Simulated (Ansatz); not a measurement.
## Electronic structure of C3H10N2Si in real space

Input

```
crystal:
  periodic: [false, false, false]
  atoms:
    - { symbol: C, position_ang: [-1.2803, -1.5066, 1.1689] }
    - { symbol: C, position_ang: [-0.3563, -0.6911, 0.6537] }
    - { symbol: C, position_ang: [0.6362, -0.0821, 1.5776] }
    - { symbol: "N", position_ang: [-0.1826, -0.4304, -0.7093] }
    - { symbol: Si, position_ang: [0.7519, 0.4198, -1.7386] }
    - { symbol: "N", position_ang: [0.0917, 1.9825, -1.5179] }
    - { symbol: H, position_ang: [-2.0545, -1.9168, 0.5279] }
    - { symbol: H, position_ang: [-1.3661, -1.6437, 2.215] }
    - { symbol: H, position_ang: [0.6375, 1.0268, 1.5912] }
    - { symbol: H, position_ang: [1.6807, -0.4153, 1.3516] }
    - { symbol: H, position_ang: [0.4838, -0.3731, 2.6546] }
    - { symbol: H, position_ang: [-0.9449, -0.9248, -1.2255] }
    - { symbol: H, position_ang: [2.0914, 0.4373, -1.2504] }
    - { symbol: H, position_ang: [0.4979, -0.008, -3.088] }
    - { symbol: H, position_ang: [-0.9117, 1.8703, -1.6517] }
    - { symbol: H, position_ang: [0.2025, 2.2326, -0.5146] }
basis:
  gaussian: { orbitals: "6-31G" }
hamiltonian:
  xc: pbe0
relax:
  f_tol: 0.02
  max_steps: 40
output:
  orbitals: {}
```

Run with:

```sh
ansatz run input.yaml --threads 1 --pin off --max-ram 2048MiB --backend cpu --events-out ev --progress --plain --runs-dir out
```

The fields are those of the relaxed geometry.

Level of theory: RKS PBE0/6-31G (Ansatz 0.2.0).

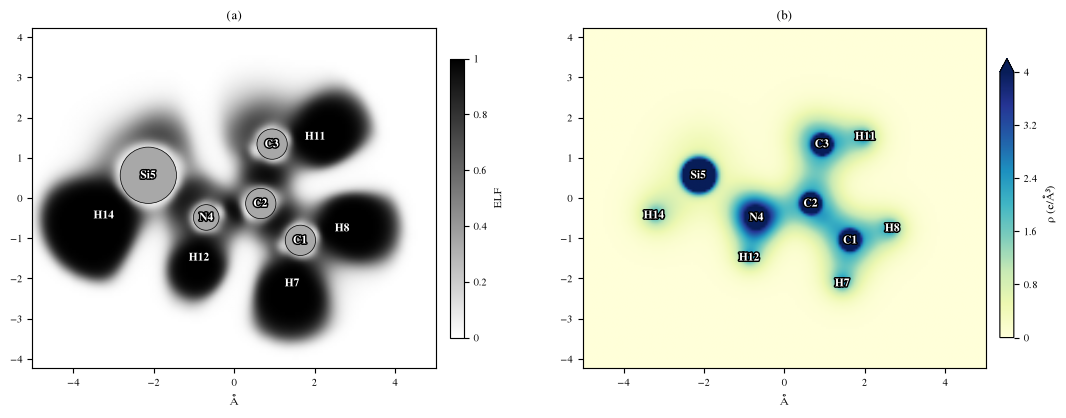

Figure 1. (a) ELF; (b) electron density on the plane of atoms C3, C2 and N4. Grey discs cover the atomic cores in the ELF map.

Q: What does the map show?

A: The plane passes through C, N, Si and H nuclei.
C–C (1.35 Å): ρ is about 2.1 e/Å³ halfway; the ELF peaks at about 0.90 between the atoms: localised, covalent bonding.
C–N (1.40 Å): ρ is about 2 e/Å³ halfway; the ELF peaks at about 0.95 between the atoms: localised, covalent bonding.
Si–N (1.78 Å): ρ is about 0.85 e/Å³ halfway; the ELF peaks at about 0.90 between the atoms: a shared but strongly polarised pair.
N–H (1.01 Å): ρ is about 2.7 e/Å³ halfway; the ELF climbs to about 1 towards the hydrogen, as it does in any bond to H: an ordinary covalent bond to hydrogen.
C–C (1.50 Å): the density is about 1.6 e/Å³ at the midpoint; the ELF peaks at about 0.95 between the atoms (a shared electron pair).

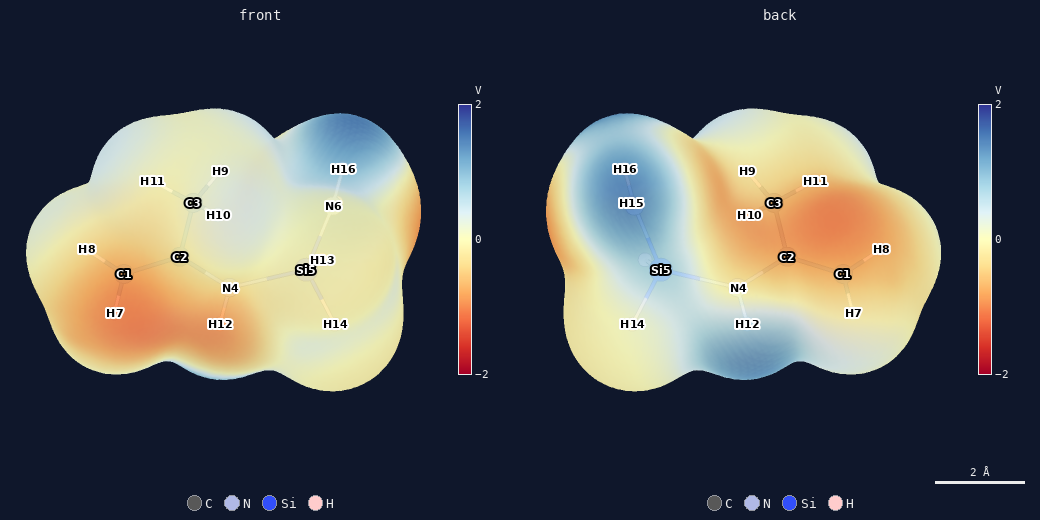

Figure 2. The electrostatic potential painted on the density surface at 0.001 e/bohr³, seen from the front and from behind; the colour scale runs from red (negative) to blue (positive).

Q: Which sites attract a positive test charge, and which a negative one?

A: A positive charge is drawn to the negative regions and a negative charge to the positive ones. The most negative region (about −1.1 V) lies over the π face of C1 and C2, the most positive (about +1.5 V) over H15 and H16.

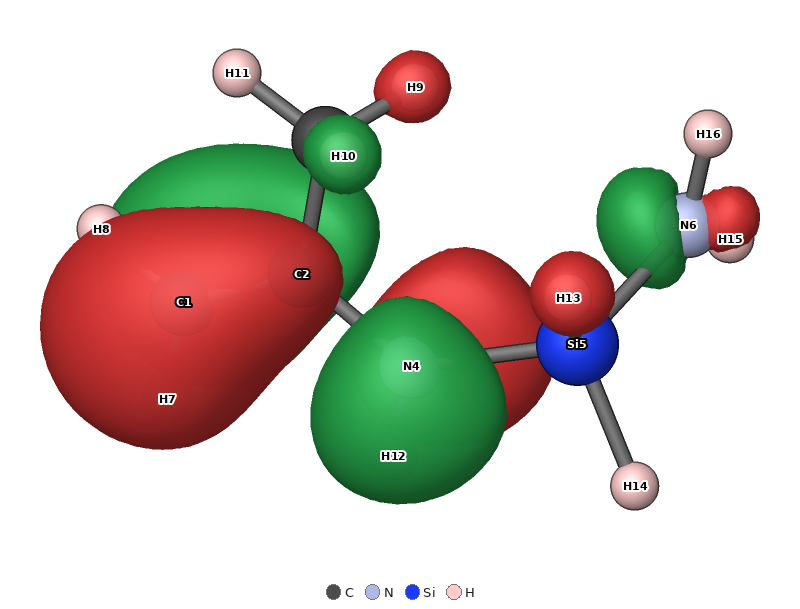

Figure 3. The HOMO at ±0.08 Å⁻³ᐟ² (green and red are the two phases), seen at a tilt.

Q: What is the character of this orbital?

A: Its weight (Hirshfeld) is mainly on C1 (about 40 %), N4 (about 25 %) and C2 (about 15 %). Its energy is −5.45 eV.
